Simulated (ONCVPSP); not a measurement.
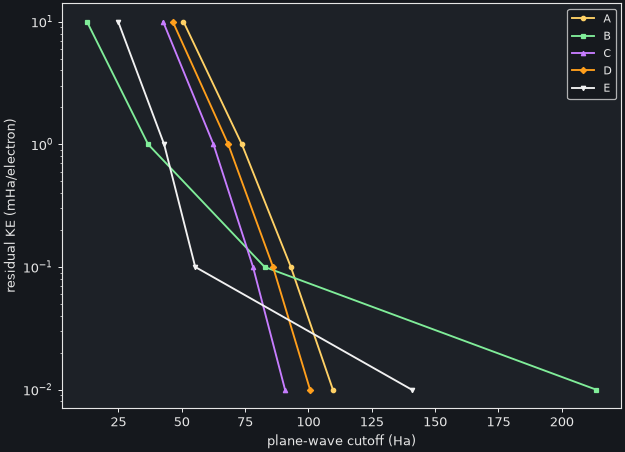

The residual kinetic energy of the 4s wave for 5 variants of one potential.

Base settings:

ONCVPSP 4.0.1 input (lines: element, Z, core and valence counts, functional; n l f; lmax; l rc ep ncon nbas qcut; lloc lpopt rc5 dvloc0; l nproj debl; icmod fcfact rcfact), LDA (Perdew-Wang 92), scalar-relativistic:

```
  Ga 31.00    3    4  -001012      upf
    1    0    2.00
    2    0    2.00
    2    1    6.00
    3    0    2.00
    3    1    6.00
    3    2   10.00
    4    0    2.00
    2
    0    0.95    0.00    4    8   14.00
    1    1.05    0.00    4    7   14.20
    2    0.70    0.00    5   10   13.10
    2    5    0.70    0.00
    0    2    0.60
    1    2    2.30
    2    0    1.50
    0    0.00    0.00
```

In the p channel the program set the typed energies aside and used -3.933, 0.250 Ha.

The variants differ in the scale factor on all qcut: 0.62, 0.73, 1.06, 1.17, 1.25. Which curve belongs to which value?

A: 1.25; B: 0.62; C: 1.06; D: 1.17; E: 0.73.

What did the other tests of these runs give?

A: loose cutoff 460 Ha; bound ghosts flagged none; largest test error -30 meV. B: loose cutoff 801 Ha; bound ghosts flagged s; largest test error -180 meV. C: loose cutoff 732 Ha; bound ghosts flagged p; largest test error -49 meV. D: loose cutoff 674 Ha; bound ghosts flagged none; largest test error -37 meV. E: loose cutoff 795 Ha; bound ghosts flagged s; largest test error -128 meV. The loose cutoff is the first of the cutoffs at which the residual kinetic energy of the hardest occupied pseudo-wave falls to 1 and 0.1 mHa per electron.
